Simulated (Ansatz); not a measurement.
C2H6GaNO3

Input

```
crystal:
  periodic: [false, false, false]
  atoms:
    - {symbol: C, position_ang: [1.187013, -0.879501, 2.581859]}
    - {symbol: C, position_ang: [0.611884, -0.453962, 1.329118]}
    - {symbol: N, position_ang: [0.156457, -0.116967, 0.337180]}
    - {symbol: Ga, position_ang: [-0.693718, 0.511687, -1.512816]}
    - {symbol: O, position_ang: [0.464543, -0.290673, -2.634962]}
    - {symbol: O, position_ang: [-0.547823, 2.293402, -1.291919]}
    - {symbol: O, position_ang: [-2.327707, -0.223752, -1.328844]}
    - {symbol: H, position_ang: [0.514531, -1.584042, 3.073507]}
    - {symbol: H, position_ang: [2.146796, -1.364948, 2.398602]}
    - {symbol: H, position_ang: [1.338259, -0.013935, 3.228689]}
    - {symbol: H, position_ang: [1.026603, 0.345765, -3.080205]}
    - {symbol: H, position_ang: [-1.403064, 2.706309, -1.160479]}
    - {symbol: H, position_ang: [-2.453275, -0.964183, -1.924829]}
basis:
  gaussian: {orbitals: def2-TZVPP}
hamiltonian: {xc: pbe0, dispersion: d4}
output: {orbitals: {seedname: orbitals}}
```

Launched as:

```sh
ansatz run in.yaml --threads 4 --pin off --events-out ev --progress --plain --max-ram 11315MiB
```

Geometry: PBE0-D4/def2-TZVP.

Computed with RKS PBE0-D4/def2-TZVPP (Ansatz).

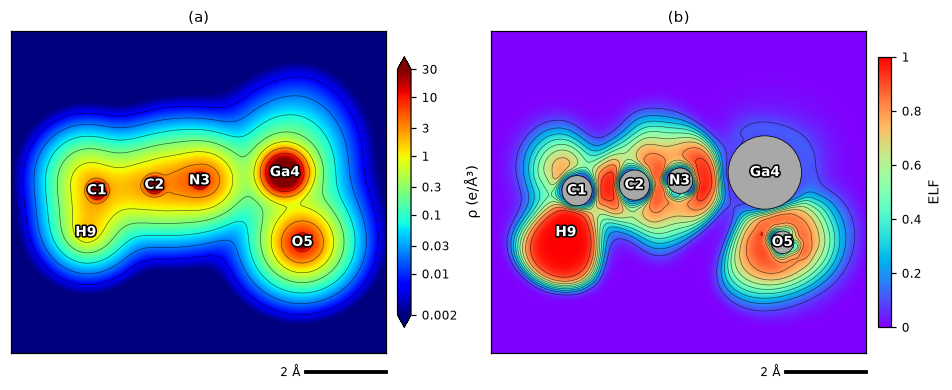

Figure 1. (a) total electron density; (b) electron localisation function on the plane of atoms N3, Ga4 and O5. Grey discs cover the atomic cores in the ELF map.

> Describe what can be read from this map.

- Atoms in the plane: C, N, Ga, O and H.
- C–N (1.14 Å): the density is about 3.7 e/Å³ at the midpoint; the ELF peaks at about 0.85 between the atoms (a short, multiple covalent bond).
- C–C (1.44 Å): ρ at the midpoint is about 1.9 e/Å³; the ELF peaks at about 0.95 between the atoms (localised, covalent bonding).
- Ga–O (1.80 Å): the density is about 0.89 e/Å³ at the midpoint; the ELF peaks at about 0.85 in the valence shell of O, 0.6 Å from its nucleus, and is about 0.25 at the midpoint.
- Ga–N (2.13 Å): ρ is about 0.42 e/Å³ halfway; the ELF peaks at about 0.95 in the valence shell of N, 0.6 Å from its nucleus, and is about 0.25 at the midpoint.
- C–H (1.09 Å): ρ at the midpoint is about 2 e/Å³; the ELF climbs to about 1 towards the hydrogen, as it does in any bond to H; a covalent bond by its length.
- The ELF also peaks beside O5, away from the bonds: lone-pair regions.

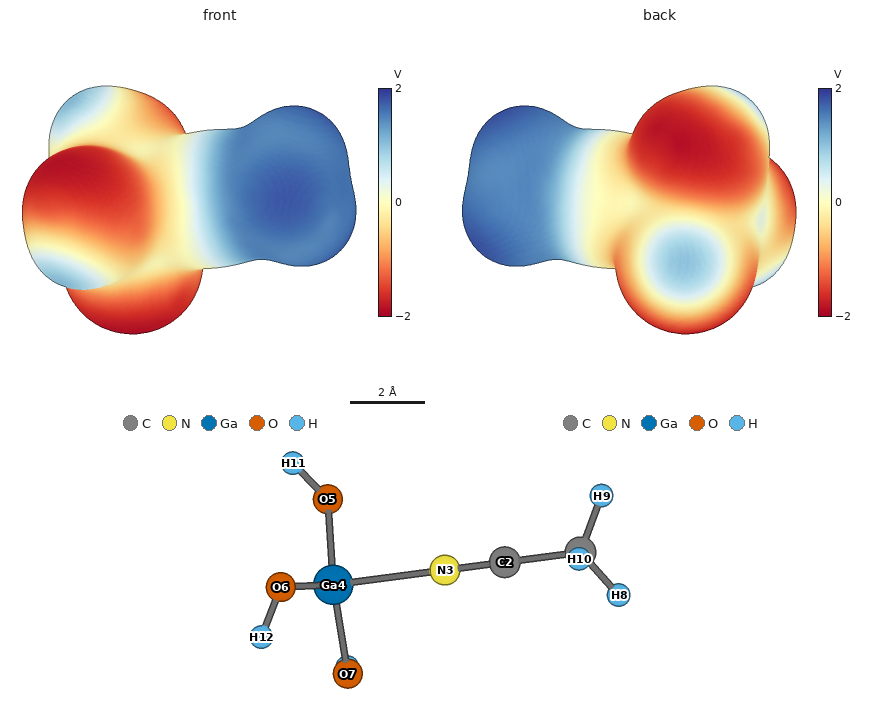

Figure 2. The molecular electrostatic potential painted on the density surface at 0.001 e/bohr³, seen from the front and from behind; red is negative and blue positive. The bare structure is drawn below in the same view.

> Which sites attract a positive test charge, and which a negative one?

A positive charge is drawn to the negative regions and a negative charge to the positive ones. The most negative region (about −1.8 V, or −42 kcal/mol for a unit charge) lies over O5, O6 and O7, the most positive (about +1.8 V, or +42 kcal/mol for a unit charge) over H8, H9 and H10.

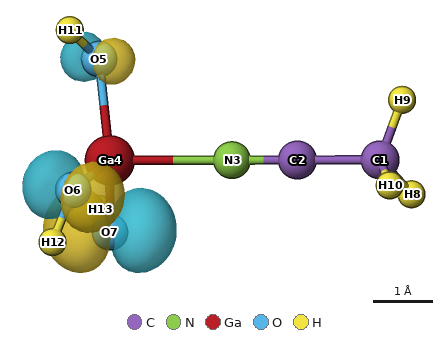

Figure 3. The HOMO at ±0.2 Å⁻³ᐟ² (yellow and cyan are the two phases), seen at a tilt.

> What is the character of this orbital?

Its weight (Hirshfeld) is mainly on O7 (about 50 %), O6 (about 25 %), O5 (about 10 %) and Ga4 (about 5 %); largely a combination of lone pairs on O7, O6 and O5. It is one of a degenerate set, so its orientation is arbitrary. Its energy is −7.64 eV.
